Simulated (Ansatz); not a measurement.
## Electronic structure of C₃H₃ClFGaO₂ in real space

Input

```
crystal:
  periodic: [false, false, false]
  atoms:
    - {symbol: F, position_ang: [-1.436948, -2.609735, -0.193978]}
    - {symbol: Ga, position_ang: [-0.742102, -1.230697, -1.009675]}
    - {symbol: Cl, position_ang: [-0.825829, -1.092643, -3.128696]}
    - {symbol: O, position_ang: [-1.443665, 0.334754, -0.185634]}
    - {symbol: C, position_ang: [-0.745012, 1.101508, 0.543269]}
    - {symbol: C, position_ang: [0.602394, 0.966055, 0.851318]}
    - {symbol: C, position_ang: [1.396145, -0.072490, 0.382180]}
    - {symbol: O, position_ang: [1.039508, -1.026797, -0.372451]}
    - {symbol: H, position_ang: [-1.285647, 1.955808, 0.962127]}
    - {symbol: H, position_ang: [1.057770, 1.708830, 1.490866]}
    - {symbol: H, position_ang: [2.448687, -0.091694, 0.681072]}
basis:
  gaussian: {orbitals: def2-TZVPP}
hamiltonian: {xc: pbe0, dispersion: d4}
output: {orbitals: {seedname: orbitals}}
```

Run with:

```sh
ansatz run in.yaml --threads 2 --pin off --events-out ev --progress --plain --max-ram 32768MiB --backend cuda --devices 0, --max-vram 18GiB
```

Geometry: PBE0-D4/def2-TZVP.

Level of theory: RKS PBE0-D4/def2-TZVPP (Ansatz).

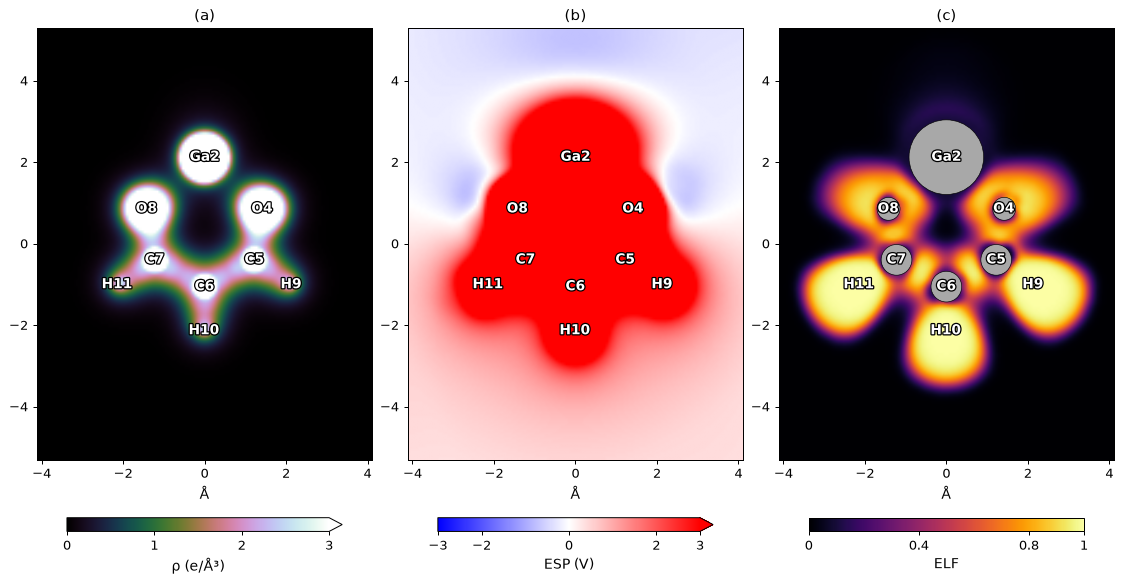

Figure 1. (a) electron density; (b) electrostatic potential; (c) ELF on the plane of atoms O4, C5 and C6. Grey discs cover the atomic cores in the ELF map.

### What do the fields say about this system?

- The plane passes through Ga, O, C and H nuclei.
- C–O (1.27 Å): the density is about 2.9 e/Å³ at the midpoint; the ELF peaks at about 0.90 between the atoms; a polar covalent bond.
- C–C (1.39 Å): the density is about 2.2 e/Å³ at the midpoint; the ELF peaks at about 0.95 between the atoms, as expected for localised, covalent bonding.
- Ga–O (1.90 Å): ρ is about 0.7 e/Å³ halfway; the ELF peaks at about 0.90 in the valence shell of O, 0.6 Å from its nucleus, and is about 0.25 at the midpoint.
- C–H (1.08 Å): the density is about 2.1 e/Å³ at the midpoint; the ELF climbs to about 1 towards the hydrogen, as it does in any bond to H (a covalent bond by its length).
- The ELF also peaks beside O4 and O8, away from the bonds: lone-pair regions.
- Outside the dense part of the molecule the potential is most negative (−0.8 V) near O4 and O8.

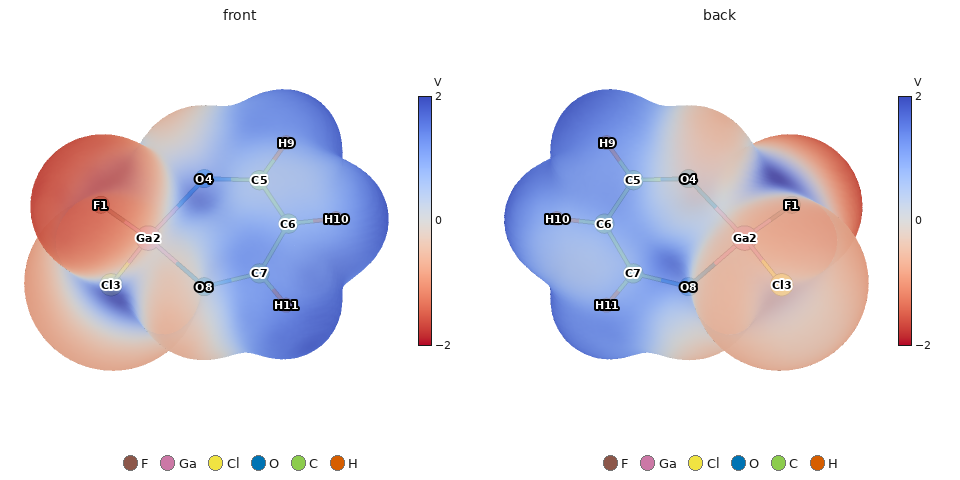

Figure 2. The molecular electrostatic potential painted on the density surface at 0.002 e/bohr³, seen from the front and from behind; the colour scale runs from red (negative) to blue (positive).

### Describe the electrostatic potential map.

The most negative region (about −1.6 V) lies over F1, the most positive (about +1.8 V) over Ga2, H9, H10 and H11.

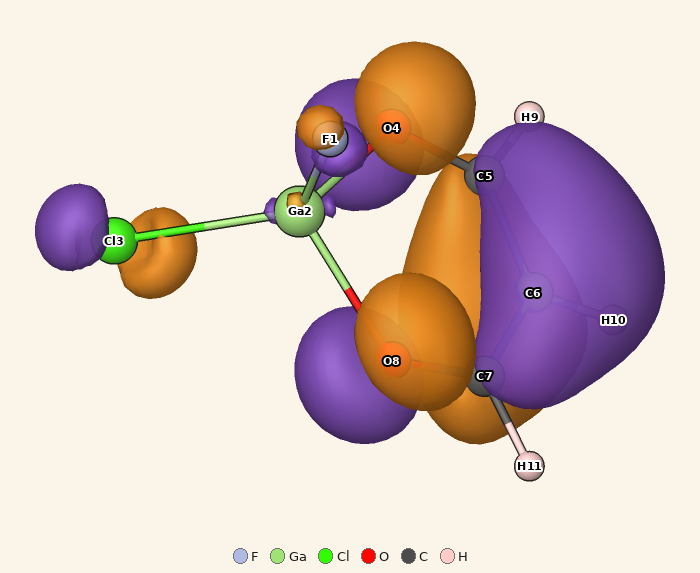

Figure 3. The HOMO at ±0.1 Å⁻³ᐟ² (orange and purple are the two phases), seen at a tilt.

### What is the character of this orbital?

By Hirshfeld shares it lies mainly on C6 (about 35 %), O4 (about 15 %), O8 (about 15 %), C5 (about 10 %) and C7 (about 10 %). Its energy is −8.26 eV.
